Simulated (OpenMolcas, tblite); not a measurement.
A ladder of methods for Si2NH6F (SMILES F[SiH2]N[SiH3])

Si2NH6F: 10 atoms, total charge 0, spin state singlet. As SMILES, `F[SiH2]N[SiH3]`. The shape is that of a PBE0-D4/def2-TZVP optimisation. This is one conformer, not always the lowest.

```xyz
10

F    -1.5615    0.9943   -1.7767
Si   -0.3750    1.3018   -0.7459
N     0.5148   -0.0948   -0.3359
Si    0.1948   -1.2361    0.9287
H     0.5172    2.2672   -1.4267
H    -1.0101    1.8394    0.4759
H     1.2643   -0.3362   -0.9700
H     1.3915   -1.4221    1.7916
H    -0.1863   -2.5698    0.3920
H    -0.9244   -0.6833    1.7303
```

Each level gives the energy change with the Si4–H10 bond stretched from 1.483 to 3.264 Å (eV). The values are calculated.

```
                       level                   kind     program  value (eV)  less CCSD(T)/cc-pVDZ  CPU time (all runs)
                   IPEA1-xTB         semi-empirical      tblite        5.66                 +1.90            under 2 s
   HF/cc-pVDZ (unrestricted)           Hartree–Fock  OpenMolcas        3.28                 -0.48                 30 s
  SVWN5/cc-pVDZ (restricted)                    LDA  OpenMolcas        4.14                 +0.38                 84 s
    PBE/cc-pVDZ (restricted)                    GGA  OpenMolcas        4.12                 +0.36              2.2 min
 r2SCAN/cc-pVDZ (restricted)               meta-GGA  OpenMolcas        4.42                 +0.66              2.1 min
  BHLYP/cc-pVDZ (restricted)          global hybrid  OpenMolcas        4.95                 +1.19                 93 s
 B2PLYP/cc-pVDZ (restricted)          double hybrid  OpenMolcas        4.53                 +0.77                 76 s
    MP2/cc-pVDZ (restricted)    perturbation theory  OpenMolcas        4.79                 +1.03                 30 s
CCSD(T)/cc-pVDZ (restricted)  coupled cluster or CI  OpenMolcas        3.76                  0.00              2.8 min
```

CCSD(T)/cc-pVDZ (restricted) is the highest level here, not the true value. At this stretch a single reference begins to fail. The first shape isn't each level's own minimum. The values span 3.28 to 5.66 eV. Spin contamination of the reference (⟨S²⟩ at least 0.1 too high) touches HF/cc-pVDZ. CPU times are rough (shared hosts, several kinds of processor and program).

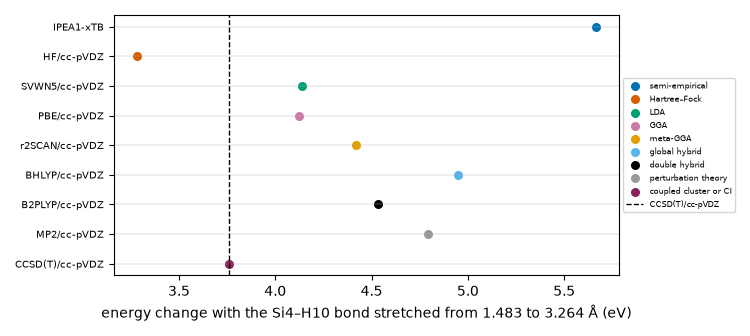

The values of the table, level by level.
